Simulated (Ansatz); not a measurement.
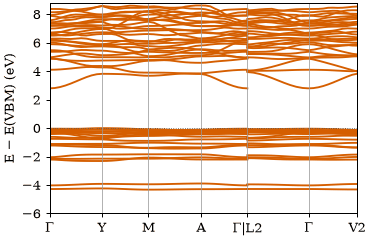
Band structure from DFT-r²SCAN in the program Ansatz with PAW potentials

Read off the gap and where the band edges lie.

About 2.8 eV (2.80 eV by a search for the band edges); maximum at Y, minimum at Γ.

The material is Rb3InS3 in space group C2/m (No. 12; Pearson symbol mS28).

The first step of the workflow began from a Materials Project structure, measured or hypothetical; the Crystallography Open Database copy checked does not list it. Its standing as an ambient phase is unchecked. The r²SCAN relaxation kept the symmetry of its start; whether a distortion lowers the energy is not shown. Scalar-relativistic: spin–orbit coupling is off unless named, which matters more the heavier the elements.

Potentials: the later of the program's two PAW sets.
